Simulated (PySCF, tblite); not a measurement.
# C₅H₁₁BF₂: a rotation path, then NMR shifts on frames

How do NMR shifts of C₅H₁₁BF₂ (`CCCCCB(F)F`) change as the atoms move?

Programs: tblite 0.8.0 and PySCF 2.14.0, with density-fitted response routines of our own. Each step states its level of theory. These are calculated values for one molecule in the gas phase, unless marked as measured. Atoms are numbered from 0 throughout.

**1. Starting geometry**

19 atoms, charge 0, multiplicity 1; geometry from: GFN2-xTB.

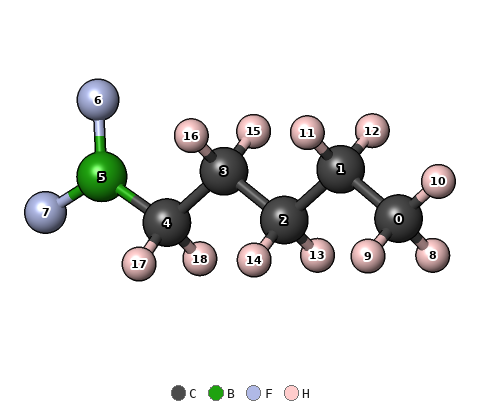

The starting geometry (carbon dark grey, boron green, fluorine light blue, hydrogen pink), atoms numbered.

**2. A band between two rotamers with GFN2-xTB**

What the job is given:

```
{"job": {"kind": "neb", "xc": "GFN2-xTB", "basis": "xTB", "atoms": [0, 1, 2, 3], "turn": 120}, "charge": 0, "multiplicity": 1}
C     -3.025833    -0.338253    -0.496333
C     -1.736288     0.047919     0.217918
C     -0.507834    -0.215882    -0.649387
C      0.784011     0.221158     0.036760
C      2.011993    -0.028683    -0.847403
B      3.387995     0.414740    -0.218958
F      3.524071     0.884769     1.004309
F      4.525448     0.343206    -0.884902
H     -3.016055    -1.393653    -0.759802
H     -3.143312     0.240374    -1.410239
H     -3.887388    -0.151450     0.140108
H     -1.770828     1.107922     0.478406
H     -1.649688    -0.518056     1.148182
H     -0.454477    -1.281941    -0.881961
H     -0.612555     0.323376    -1.593985
H      0.900514    -0.318206     0.978485
H      0.723033     1.284403     0.276436
H      1.874416     0.480620    -1.805730
H      2.062971    -1.093111    -1.097167
```

Method: GFN2-xTB climbing-image nudged elastic band, gas phase.

Run with:

```bash
> OMP_NUM_THREADS=1 python probes_run.py task.json out
```

The driver reads the jobs from task.json and runs them one after another.

Output:

```text
image   E - E0 / eV
  0      -0.0000
  1       0.0136
  2       0.0497
  3       0.0883
  4       0.1074
  5       0.0957
  6       0.0620
  7       0.0322
  8       0.0206
```

Run time: 2.1 s. Hardware: 1 thread of Intel Xeon Platinum 8488C, shared host; peak memory 0.18 GiB.

The final band, with the dihedral C0–C1–C2–C3:

```
image  dihedral (°)  energy (eV)  energy (kcal/mol)
    0           178        0.000                0.0
    1           193        0.014                0.3
    2           208        0.050                1.1
    3           223        0.088                2.0
    4           238        0.107                2.5
    5           252        0.096                2.2
    6           267        0.062                1.4
    7           281        0.032                0.7
    8           293        0.021                0.5
```

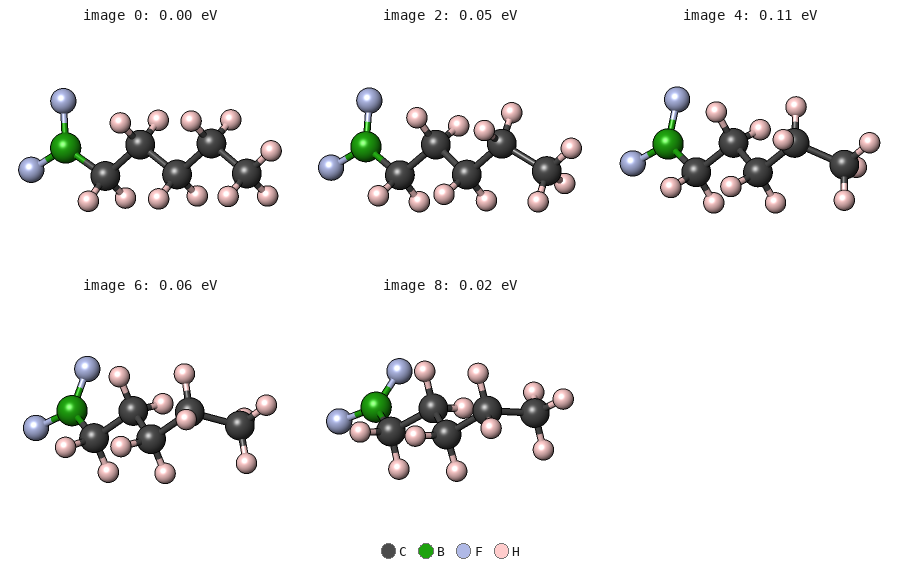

Images along the band.

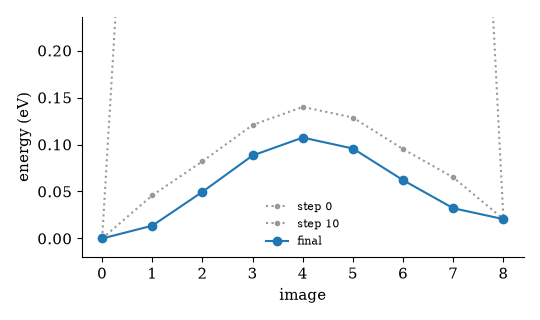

Energy along the band, early and final.

**3. Shielding tensors: image 0, PBE0/pcSseg-1**

What the job is given:

```
{"job": {"kind": "nmr", "xc": "PBE0", "basis": "pcSseg-1", "pop": false}, "charge": 0, "multiplicity": 1}
C     -3.025800    -0.338300    -0.496300
C     -1.736300     0.047900     0.217900
C     -0.507800    -0.215900    -0.649400
C      0.784000     0.221200     0.036800
C      2.012000    -0.028700    -0.847400
B      3.388000     0.414700    -0.219000
F      3.524100     0.884800     1.004300
F      4.525400     0.343200    -0.884900
H     -3.016100    -1.393700    -0.759800
H     -3.143300     0.240400    -1.410200
H     -3.887400    -0.151400     0.140100
H     -1.770800     1.107900     0.478400
H     -1.649700    -0.518100     1.148200
H     -0.454500    -1.281900    -0.882000
H     -0.612600     0.323400    -1.594000
H      0.900500    -0.318200     0.978500
H      0.723000     1.284400     0.276400
H      1.874400     0.480600    -1.805700
H      2.063000    -1.093100    -1.097200
```

With the program's defaults for keys left out, this is: GIAO PBE0/pcSseg-1 NMR shielding, non-relativistic, gas phase.

Output:

```text
coarse grid: 15512 points
cycle   1  E = -421.1694673755  dE =  6.822e-01  |g| = 7.001e-01  |ddm| = 3.636e+00
cycle   2  E = -421.1235019563  dE =  4.597e-02  |g| = 9.170e-01  |ddm| = 9.686e-01
cycle   3  E = -421.2634155657  dE = -1.399e-01  |g| = 6.377e-02  |ddm| = 5.214e-01
cycle   4  E = -421.2641363218  dE = -7.208e-04  |g| = 2.706e-02  |ddm| = 5.985e-02
cycle   5  E = -421.2642932497  dE = -1.569e-04  |g| = 3.126e-03  |ddm| = 2.113e-02
cycle   6  E = -421.2642953737  dE = -2.124e-06  |g| = 8.826e-04  |ddm| = 3.959e-03
final grid: 149552 points
cycle   7  E = -421.3211539163  dE = -7.955e-05  |g| = 9.034e-03  |ddm| = 3.041e-02
cycle   8  E = -421.3211487251  dE =  5.191e-06  |g| = 1.007e-02  |ddm| = 1.555e-02
cycle   9  E = -421.3211746691  dE = -2.594e-05  |g| = 4.165e-04  |ddm| = 8.367e-03
cycle  10  E = -421.3211747017  dE = -3.264e-08  |g| = 2.016e-04  |ddm| = 5.775e-04
cycle  11  E = -421.3211747105  dE = -8.800e-09  |g| = 4.578e-05  |ddm| = 1.653e-04
cycle  12  E = -421.3211747109  dE = -4.269e-10  |g| = 1.176e-05  |ddm| = 3.791e-05
converged SCF energy = -421.3211747109

GIAO shielding tensors (ppm)
atom      isotropic    diamagn.    paramagn.     s11        s22        s33       span
  0 C      169.646     244.938     -75.291    158.060    163.138    187.740     29.680
  1 C      158.434     247.420     -88.986    146.194    156.653    172.455     26.260
  2 C      146.144     251.151    -105.007    124.200    140.881    173.351     49.152
  3 C      158.510     250.914     -92.404    144.100    156.429    175.001     30.901
  4 C      169.763     253.368     -83.605    157.884    159.387    192.019     34.135
  5 B       71.294     191.903    -120.609     42.958     79.125     91.799     48.841
  6 F      240.812     470.321    -229.509     53.726    292.042    376.669    322.943
  7 F      238.338     462.854    -224.516     60.066    293.337    361.610    301.544
  8 H       30.771      28.938       1.833     26.619     29.063     36.631     10.012
  9 H       30.772      28.874       1.898     26.630     29.072     36.614      9.985
 10 H       30.441      27.172       3.270     25.735     27.656     37.933     12.199
 11 H       30.410      32.453      -2.043     25.426     30.771     35.033      9.607
 12 H       30.347      32.481      -2.133     25.427     30.527     35.088      9.661
 13 H       30.552      34.392      -3.841     26.196     31.607     33.851      7.655
 14 H       30.624      34.393      -3.769     26.126     31.873     33.873      7.746
 15 H       30.317      34.530      -4.214     25.116     31.365     34.468      9.351
 16 H       30.395      34.472      -4.077     25.171     31.508     34.506      9.335
 17 H       30.657      31.044      -0.387     25.875     30.464     35.631      9.756
 18 H       30.638      31.123      -0.485     25.977     30.248     35.687      9.710
```

It took 26 s on 1 thread of Intel Xeon Platinum 8488C, shared host; peak memory 0.84 GiB.

The references, computed at this level on geometries of the same kind, shield at (ppm): 1H TMS 31.72, 13C TMS 186.9, 19F CFCl3 170.9, 11B BF3·OEt2 100.1. Their shielding less the atom's gives the shift. The references are single molecules in the gas phase, so shifts against H2O, NH3, PH3, H3PO4 or CFCl3 are not on the usual liquid scales and can be off by tens of ppm. Each atom is listed at this fixed geometry, with no averaging over motion; a spectrum would average atoms that exchange fast.

```csv
atoms,environment,σ (ppm),δ (ppm)
C2,sp3 CH2,146.1,40.8
C1,sp3 CH2,158.4,28.5
C3,sp3 CH2,158.5,28.4
C0,methyl carbon,169.6,17.3
C4,sp3 CH2 bonded to B,169.8,17.2
H15,hydrogen on an sp3 CH2,30.32,1.40
H12,hydrogen on an sp3 CH2,30.35,1.37
H16,hydrogen on an sp3 CH2,30.40,1.32
H11,hydrogen on an sp3 CH2,30.41,1.31
H10,hydrogen on a methyl carbon,30.44,1.28
H13,hydrogen on an sp3 CH2,30.55,1.17
H14,hydrogen on an sp3 CH2,30.62,1.09
H18,hydrogen on an sp3 CH2 bonded to B,30.64,1.08
H17,hydrogen on an sp3 CH2 bonded to B,30.66,1.06
H8,hydrogen on a methyl carbon,30.77,0.95
H9,hydrogen on a methyl carbon,30.77,0.94
B5,"boron bonded to C, 2 F",71.3,28.8
F7,fluorine bonded to B,238.3,-67.4
F6,fluorine bonded to B,240.8,-69.9
```

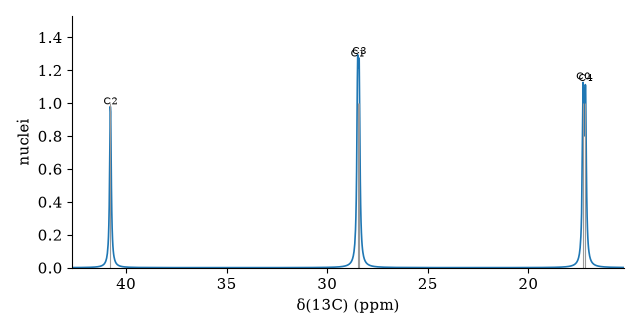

13C lines at the computed shifts, without couplings. Lines are broadened to a width of 0.09 ppm (Lorentzian).

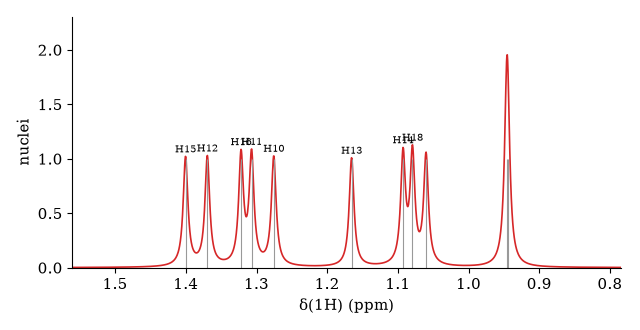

1H lines at the computed shifts, without couplings. Lines are broadened to a width of 0.01 ppm (Lorentzian).

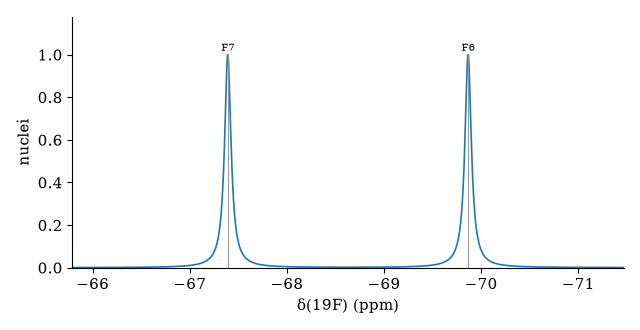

19F lines at the computed shifts, without couplings. Lines are broadened to a width of 0.08 ppm (Lorentzian).

**4. Nuclear shieldings: image 2, PBE0/pcSseg-1**

What the job is given:

```
{"job": {"kind": "nmr", "xc": "PBE0", "basis": "pcSseg-1", "pop": false}, "charge": 0, "multiplicity": 1}
C     -2.965500    -0.554400    -0.363700
C     -1.766300     0.259900     0.104200
C     -0.531400     0.015900    -0.768800
C      0.763300     0.226400     0.011400
C      2.003800     0.014500    -0.864000
B      3.383500     0.238900    -0.135800
F      3.513700     0.487700     1.151200
F      4.533900     0.180900    -0.781200
H     -2.729600    -1.616200    -0.330200
H     -3.235300    -0.292900    -1.384400
H     -3.826000    -0.374800     0.277800
H     -2.014500     1.323500     0.093000
H     -1.535700    -0.010000     1.136700
H     -0.551100    -1.006000    -1.154800
H     -0.552500     0.688200    -1.628100
H      0.795300    -0.471200     0.850200
H      0.773400     1.235800     0.426100
H      1.945600     0.667300    -1.739600
H      1.985600    -1.004300    -1.265200
```

Level: GIAO PBE0/pcSseg-1 NMR shielding, non-relativistic, gas phase.

Output:

```text
coarse grid: 15512 points
cycle   1  E = -421.1676871282  dE =  6.835e-01  |g| = 6.998e-01  |ddm| = 3.630e+00
cycle   2  E = -421.1216291265  dE =  4.606e-02  |g| = 9.170e-01  |ddm| = 9.655e-01
cycle   3  E = -421.2615126231  dE = -1.399e-01  |g| = 6.354e-02  |ddm| = 5.199e-01
cycle   4  E = -421.2622261502  dE = -7.135e-04  |g| = 2.713e-02  |ddm| = 5.961e-02
cycle   5  E = -421.2623840139  dE = -1.579e-04  |g| = 3.159e-03  |ddm| = 2.107e-02
cycle   6  E = -421.2623861746  dE = -2.161e-06  |g| = 8.930e-04  |ddm| = 3.968e-03
final grid: 149552 points
cycle   7  E = -421.3188950363  dE = -7.610e-05  |g| = 8.692e-03  |ddm| = 3.051e-02
cycle   8  E = -421.3188901486  dE =  4.888e-06  |g| = 9.714e-03  |ddm| = 1.493e-02
cycle   9  E = -421.3189142915  dE = -2.414e-05  |g| = 3.805e-04  |ddm| = 8.027e-03
cycle  10  E = -421.3189143173  dE = -2.579e-08  |g| = 1.972e-04  |ddm| = 5.381e-04
cycle  11  E = -421.3189143258  dE = -8.515e-09  |g| = 4.132e-05  |ddm| = 1.636e-04
cycle  12  E = -421.3189143262  dE = -3.640e-10  |g| = 9.612e-06  |ddm| = 3.532e-05
converged SCF energy = -421.3189143262

GIAO shielding tensors (ppm)
atom      isotropic    diamagn.    paramagn.     s11        s22        s33       span
  0 C      168.860     245.596     -76.736    152.662    167.298    186.620     33.958
  1 C      159.660     247.619     -87.959    144.132    158.989    175.860     31.728
  2 C      147.579     250.629    -103.050    123.782    142.985    175.969     52.187
  3 C      157.899     251.227     -93.329    139.510    159.203    174.983     35.472
  4 C      169.747     253.365     -83.618    157.565    159.527    192.148     34.583
  5 B       71.324     191.863    -120.538     42.973     79.192     91.808     48.836
  6 F      241.370     470.390    -229.020     54.670    292.411    377.030    322.360
  7 F      237.918     462.866    -224.949     59.321    293.222    361.210    301.888
  8 H       30.853      29.779       1.075     26.714     29.474     36.373      9.659
  9 H       30.693      28.620       2.073     26.597     28.826     36.658     10.061
 10 H       30.501      27.386       3.115     25.749     27.625     38.129     12.380
 11 H       30.092      31.739      -1.647     25.574     29.387     35.315      9.741
 12 H       30.654      32.950      -2.297     25.255     31.789     34.917      9.662
 13 H       30.881      34.643      -3.763     26.064     32.278     34.300      8.236
 14 H       30.285      33.768      -3.483     26.087     30.880     33.889      7.802
 15 H       30.427      34.708      -4.281     25.329     31.482     34.471      9.142
 16 H       30.353      34.407      -4.054     25.090     31.598     34.371      9.281
 17 H       30.706      30.859      -0.153     25.867     30.454     35.797      9.931
 18 H       30.640      31.194      -0.554     26.010     30.329     35.579      9.569
```

Wall time 25 s (1 thread of Intel Xeon Platinum 8488C, shared host); peak memory 0.87 GiB.

Key values: δ C2 39.3, C3 29.0, C1 27.3, C0 18.1, H11 1.62, H14 1.43 ppm.

(Part 1 of 2 ends here.)
